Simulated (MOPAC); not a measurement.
**Run report: C2H3BrSi, geometry relaxation (part 1 of 2)**

C2H3BrSi, SMILES C#C[SiH2]Br, computed with PM6-D3H4, closed shell, dispersion D3H4 (MOPAC 23.2.5).

The geometry comes from this level: GFN2-xTB.

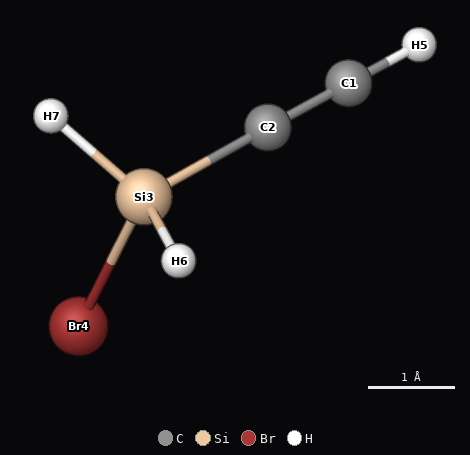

*The starting structure (ball-and-stick view, seen at a tilt; atoms are numbered from 1 in the order of the input).*

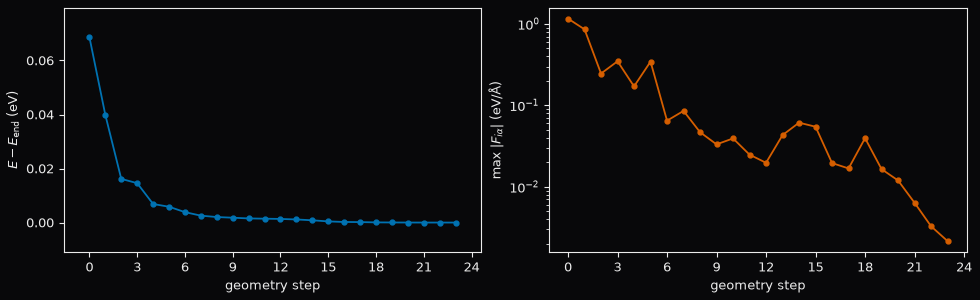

*Progress of the relaxation, step by step (steps are counted from 0).*

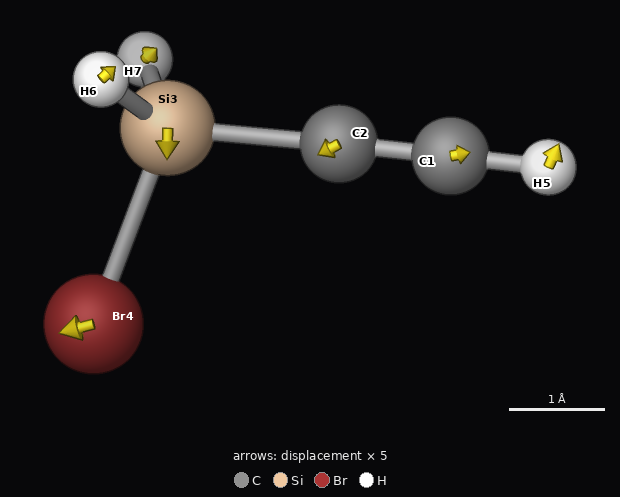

*The starting structure with the displacements as yellow arrows, magnified 5 times (ball-and-stick view, seen at a tilt). The two geometries are laid on each other by the best rigid fit.*

After 23 geometry steps the energy has fallen by 0.069 eV. The largest force component goes from 1.2 to 0.0022 eV/Å. The atom that moves furthest after the best rigid fit is Br4 (0.080 Å). Largest moves by element: Br 0.080 Å, Si 0.069 Å, H 0.057 Å, C 0.054 Å. Among the contacts that change: C1–C2 1.202 → 1.290 Å, C2–Si3 1.842 → 1.793 Å, C1–H5 1.052 → 1.029 Å, Si3–H7 1.455 → 1.474 Å. Among the angles that change: H6–Si3–H7 115.4° → 110.7°, C2–Si3–Br4 106.6° → 110.2°, Br4–Si3–H6 105.9° → 108.8°. (Atoms are counted from 1 in the order of the input.)

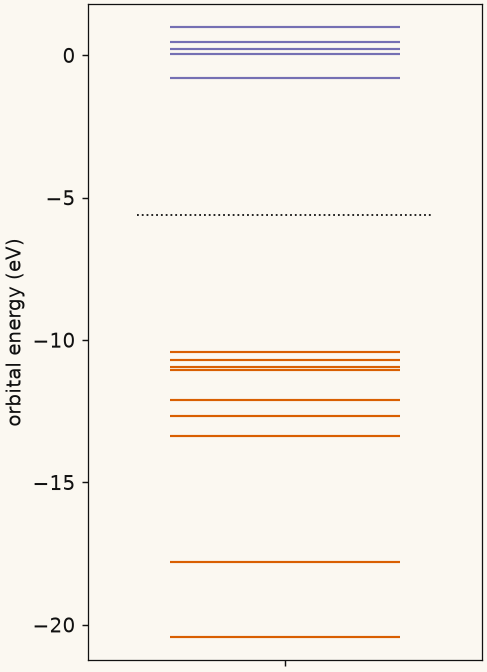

*Orbital energies near the frontier; the dotted line parts filled from empty levels, and levels within 0.02 eV of each other stand side by side.*

Highest filled −10.41 eV, lowest empty −0.80 eV, 9.61 eV apart.

The input and output of the run follow.

### Input (c2h3brsi.mop)
```
CYCLES=200 DISP GNORM=0.1 PM6-D3H4 AUX(PRECISION=6) T=10M THREADS=1


C     -1.203930 1    -1.442990 1    -0.701750 1
C     -0.439460 1    -0.646570 1    -0.226490 1
Si     0.718310 1     0.595370 1     0.488210 1
Br     0.227170 1     2.549060 1    -0.470490 1
H     -1.874380 1    -2.136220 1    -1.122070 1
H      0.476550 1     0.776740 1     1.911870 1
H      2.095740 1     0.304610 1     0.120720 1
```

Run as:
```bash
mopac c2h3brsi.mop
```

### The program's output
```
MOPAC v23.2.5
PM6-D3H4 CALCULATION RESULTS

 *  PM6-D3H4   - CORRECT DISPERSION AND HYDROGEN BOND TERMS USING THE D3H4 METHOD
 *  THREADS=1  - MULTI-THREADING NOT USED
 *  CYCLES=    - DO A MAXIMUM OF 200 STEPS
 *  GNORM      - EXIT WHEN GRADIENT NORM DROPS BELOW 0.100
 *  AUX        - OUTPUT AUXILIARY INFORMATION
 *  DISP       - PRINT DISPERSION AND HYDROGEN BOND ENERGIES
CYCLES=200 DISP GNORM=0.1 PM6-D3H4 AUX(PRECISION=6) T=10M THREADS=1

   ATOM   CHEMICAL          X               Y               Z
  NUMBER   SYMBOL      (ANGSTROMS)     (ANGSTROMS)     (ANGSTROMS)

     1       C         -1.20393000  *  -1.44299000  *  -0.70175000  *
     2       C         -0.43946000  *  -0.64657000  *  -0.22649000  *
     3      Si          0.71831000  *   0.59537000  *   0.48821000  *
     4      Br          0.22717000  *   2.54906000  *  -0.47049000  *
     5       H         -1.87438000  *  -2.13622000  *  -1.12207000  *
     6       H          0.47655000  *   0.77674000  *   1.91187000  *
     7       H          2.09574000  *   0.30461000  *   0.12072000  *

          CARTESIAN COORDINATES

    NO.       ATOM           X           Y           Z

     1         C         -1.2039     -1.4430     -0.7018
     2         C         -0.4395     -0.6466     -0.2265
     3        Si          0.7183      0.5954      0.4882
     4        Br          0.2272      2.5491     -0.4705
     5         H         -1.8744     -2.1362     -1.1221
     6         H          0.4766      0.7767      1.9119
     7         H          2.0957      0.3046      0.1207

           Empirical Formula: C2 H3 Si Br  =     7 atoms

      MOLECULAR POINT GROUP   :   Cs

      RHF CALCULATION, NO. OF DOUBLY OCCUPIED LEVELS = 11

          Geometry optimization using EF

          DIAGONAL MATRIX USED AS START HESSIAN

 CYCLE:     1 TIME:   0.008 TIME LEFT: 10.00M  GRAD.:    59.721 HEAT:  22.37350
 CYCLE:     2 TIME:   0.008 TIME LEFT: 10.00M  GRAD.:    32.463 HEAT:  21.70951
 CYCLE:     3 TIME:   0.004 TIME LEFT: 10.00M  GRAD.:    15.341 HEAT:  21.16356
 CYCLE:     4 TIME:   0.008 TIME LEFT: 10.00M  GRAD.:    17.997 HEAT:  21.12710
 CYCLE:     5 TIME:   0.004 TIME LEFT: 10.00M  GRAD.:     8.920 HEAT:  20.94905
 CYCLE:     6 TIME:   0.004 TIME LEFT: 10.00M  GRAD.:    16.447 HEAT:  20.92576
 CYCLE:     7 TIME:   0.004 TIME LEFT: 10.00M  GRAD.:     3.653 HEAT:  20.87970
 CYCLE:     8 TIME:   0.004 TIME LEFT: 10.00M  GRAD.:     3.010 HEAT:  20.84969
 CYCLE:     9 TIME:   0.004 TIME LEFT: 10.00M  GRAD.:     1.915 HEAT:  20.83785
 CYCLE:    10 TIME:   0.004 TIME LEFT: 10.00M  GRAD.:     1.580 HEAT:  20.83217
 CYCLE:    11 TIME:   0.004 TIME LEFT: 10.00M  GRAD.:     1.580 HEAT:  20.82605
 CYCLE:    12 TIME:   0.004 TIME LEFT: 10.00M  GRAD.:     1.351 HEAT:  20.82381
 CYCLE:    13 TIME:   0.004 TIME LEFT: 10.00M  GRAD.:     1.109 HEAT:  20.82164
 CYCLE:    14 TIME:   0.004 TIME LEFT: 10.00M  GRAD.:     1.869 HEAT:  20.81725
 CYCLE:    15 TIME:   0.000 TIME LEFT: 10.00M  GRAD.:     2.794 HEAT:  20.81006
 CYCLE:    16 TIME:   0.004 TIME LEFT: 10.00M  GRAD.:     2.545 HEAT:  20.80057
 CYCLE:    17 TIME:   0.004 TIME LEFT: 10.00M  GRAD.:     0.889 HEAT:  20.79572
 CYCLE:    18 TIME:   0.004 TIME LEFT: 10.00M  GRAD.:     0.814 HEAT:  20.79475
 CYCLE:    19 TIME:   0.004 TIME LEFT: 10.00M  GRAD.:     1.656 HEAT:  20.79226
 CYCLE:    20 TIME:   0.004 TIME LEFT: 10.00M  GRAD.:     0.670 HEAT:  20.79151
 CYCLE:    21 TIME:   0.004 TIME LEFT: 10.00M  GRAD.:     0.504 HEAT:  20.79094
 CYCLE:    22 TIME:   0.004 TIME LEFT: 10.00M  GRAD.:     0.259 HEAT:  20.79084
 CYCLE:    23 TIME:   0.000 TIME LEFT: 10.00M  GRAD.:     0.161 HEAT:  20.79077
 CYCLE:    24 TIME:   0.008 TIME LEFT: 10.00M  GRAD.:     0.097 HEAT:  20.79074

     GRADIENT =  0.09726 IS LESS THAN CUTOFF =  0.10000

 -------------------------------------------------------------------------------
 CYCLES=200 DISP GNORM=0.1 PM6-D3H4 AUX(PRECISION=6) T=10M THREADS=1

     GEOMETRY OPTIMISED USING EIGENVECTOR FOLLOWING (EF).
     SCF FIELD WAS ACHIEVED

                              PM6-D3H4 CALCULATION

          FINAL HEAT OF FORMATION =         20.79074 KCAL/MOL =      86.98846 KJ/MOL

          TOTAL ENERGY            =     -13519.31600 KCAL/MOL = ELECTRONIC ENERGY + CORE-CORE REPULSION
          ENERGY OF ATOMS         =      13536.35832 KCAL/MOL
                              SUM =         17.04231 KCAL/MOL
          DISPERSION ENERGY       =         -0.38259 KCAL/MOL
          H - H CORRECTION ENERGY =          0.09607 KCAL/MOL
                              SUM =         16.75580 KCAL/MOL = FINAL HEAT OF FORMATION

     *    WARNING - An energy term is incorrect or missing!

     *    FINAL HEAT OF FORMATION     =     20.79074 KCAL/MOL
     *    SUM OF CONTRIBUTIONS TO HoF =     16.75580 KCAL/MOL
     *                     DIFFERENCE =      4.03494 KCAL/MOL

          TOTAL ENERGY            =       -586.25303 EV
          ELECTRONIC ENERGY       =      -1510.80805 EV
          CORE-CORE REPULSION     =        924.55502 EV
          COSMO AREA              =        131.93 SQUARE ANGSTROMS
          COSMO VOLUME            =        120.94 CUBIC ANGSTROMS

          GRADIENT NORM           =          0.09726          =       0.03676 PER ATOM
          IONIZATION POTENTIAL    =         10.413091 EV
          HOMO LUMO ENERGIES (EV) =        -10.413 -0.798
          NO. OF FILLED LEVELS    =         11
          MOLECULAR WEIGHT        =        135.0352         POINT GROUP:  Cs

          MOLECULAR DIMENSIONS (Angstroms)

            Atom       Atom       Distance
            H     5   Br     4     5.29597
           Br     4    H     7     2.72066
            H     6    H     5     2.16987

          SCF CALCULATIONS        =         28

          WALL-CLOCK TIME         =      0.113 SECONDS
          COMPUTATION TIME        =      0.112 SECONDS

   ATOM   CHEMICAL          X               Y               Z
  NUMBER   SYMBOL      (ANGSTROMS)     (ANGSTROMS)     (ANGSTROMS)

     1       C         -1.22359126  *  -1.51945814  *  -0.70026616  *
     2       C         -0.42362943  *  -0.63015992  *  -0.21694631  *
     3      Si          0.68174955  *   0.61386009  *   0.45143826  *
     4      Br          0.25089347  *   2.58628928  *  -0.45925796  *
     5       H         -1.86125508  *  -2.22985148  *  -1.08449342  *
     6       H          0.47952310  *   0.70945197  *   1.90827166  *
     7       H          2.07463072  *   0.24376776  *   0.14277533  *

                             CARTESIAN COORDINATES

   1    C       -1.223591256    -1.519458143    -0.700266162
   2    C       -0.423629429    -0.630159921    -0.216946310
   3   Si        0.681749554     0.613860094     0.451438263
   4   Br        0.250893471     2.586289275    -0.459257957
   5    H       -1.861255080    -2.229851479    -1.084493423
   6    H        0.479523099     0.709451967     1.908271659
   7    H        2.074630722     0.243767764     0.142775328

           Empirical Formula: C2 H3 Si Br  =     7 atoms

      MOLECULAR POINT GROUP   :   Cs

                  EIGENVALUES
 -27.79221 -25.61907 -20.44250 -17.79386 -13.36685 -12.66914 -12.08946 -11.05181
 -10.95620 -10.69000 -10.41309  -0.79774   0.06258   0.23315   0.46572   0.98623
   1.02977   2.31593   2.33543   3.34388   4.30920   4.39504   5.31750   6.53563
 114.26185 114.28773 114.29747 114.45408 114.45488

              NET ATOMIC CHARGES AND DIPOLE CONTRIBUTIONS

  ATOM NO.   TYPE          CHARGE      No. of ELECS.   s-Pop       p-Pop       d-Pop
    1          C          -0.098828        4.0988     1.19010     2.90873
    2          C          -0.295300        4.2953     1.22553     3.06977
    3         Si           0.420975        3.5790     1.15737     1.75586     0.66580
    4         Br          -0.235573        7.2356     1.95944     5.27265     0.00348
    5          H           0.180640        0.8194     0.81936
    6          H           0.014038        0.9860     0.98596
    7          H           0.014048        0.9860     0.98595
 DIPOLE           X         Y         Z       TOTAL
 POINT-CHG.     0.834    -1.941     1.270     2.464
 HYBRID        -1.080     0.090    -0.999     1.474
 SUM           -0.246    -1.850     0.271     1.886

          ATOMIC ORBITAL ELECTRON POPULATIONS

     Atom    s        px        py        pz      x^2-y^2     xz        z^2       yz        xy
    1  C   1.19010   0.97360   0.98117   0.95396
    2  C   1.22553   1.02705   1.03155   1.01118
    3 Si   1.15737   0.64731   0.45227   0.65628   0.16037   0.04641   0.24316   0.08088   0.13498
    4 Br   1.95944   1.89342   1.54193   1.83730   0.00104   0.00012   0.00051   0.00108   0.00074
    5  H   0.81936
    6  H   0.98596
    7  H   0.98595

 *                    *
 * JOB ENDED NORMALLY *
 *                    *

 TOTAL JOB TIME:             0.11 SECONDS

 == MOPAC DONE ==
```

### Trajectory as extended XYZ (Å, eV, eV/Å), 24 frames, from step=0 to step=23
```
7
Properties=species:S:1:pos:R:3:forces:R:3 step=0 energy=0.97021
C    -1.2039   -1.4430   -0.7017   -0.7597  -0.7756  -0.4864
C    -0.4395   -0.6466   -0.2265    1.1620   1.0141   0.7775
Si    0.7183    0.5954    0.4882   -1.0326  -0.1382  -0.8796
Br    0.2272    2.5491   -0.4705    0.0025   0.0286  -0.0067
H    -1.8744   -2.1362   -1.1221    0.2437   0.2542   0.1562
H     0.4765    0.7767    1.9119    0.0819  -0.1577   0.3415
H     2.0957    0.3046    0.1207    0.3023  -0.2254   0.0974
7
Properties=species:S:1:pos:R:3:forces:R:3 step=1 energy=0.94141
C    -1.2139   -1.4680   -0.7229    0.0050   0.1069   0.1556
C    -0.4159   -0.6167   -0.1829   -0.0542  -0.3287  -0.1750
Si    0.7001    0.5932    0.4593    0.2262   0.8584   0.6729
Br    0.2313    2.5488   -0.4661   -0.0294   0.1176  -0.0852
H    -1.8685   -2.1294   -1.1143   -0.3268  -0.3888  -0.2669
H     0.4772    0.7729    1.9308    0.1380  -0.1894  -0.3500
H     2.1016    0.2984    0.1308    0.0412  -0.1760   0.0486
7
Properties=species:S:1:pos:R:3:forces:R:3 step=2 energy=0.91774
C    -1.2216   -1.4719   -0.7216    0.1283   0.1872   0.1675
C    -0.4128   -0.6208   -0.1849   -0.0779  -0.2372  -0.1537
Si    0.7017    0.6115    0.4669    0.1504   0.1527  -0.0914
Br    0.2320    2.5447   -0.4650   -0.0495   0.2459  -0.1271
H    -1.8747   -2.1397   -1.1313   -0.1369  -0.1786  -0.1097
H     0.4820    0.7618    1.9055    0.0699  -0.0854   0.2082
H     2.1039    0.2875    0.1248   -0.0843  -0.0846   0.1062
7
Properties=species:S:1:pos:R:3:forces:R:3 step=3 energy=0.91616
C    -1.2211   -1.4683   -0.7154   -0.3430  -0.3481  -0.1958
C    -0.4146   -0.6298   -0.1909    0.3341   0.2670   0.1336
Si    0.7033    0.6148    0.4657   -0.0738  -0.0800  -0.0038
Br    0.2320    2.5467   -0.4654   -0.0456   0.2384  -0.1203
H    -1.8784   -2.1466   -1.1389    0.0902   0.0744   0.0684
H     0.4835    0.7569    1.9155    0.0799  -0.0807   0.0376
H     2.1025    0.2826    0.1317   -0.0417  -0.0710   0.0803
```
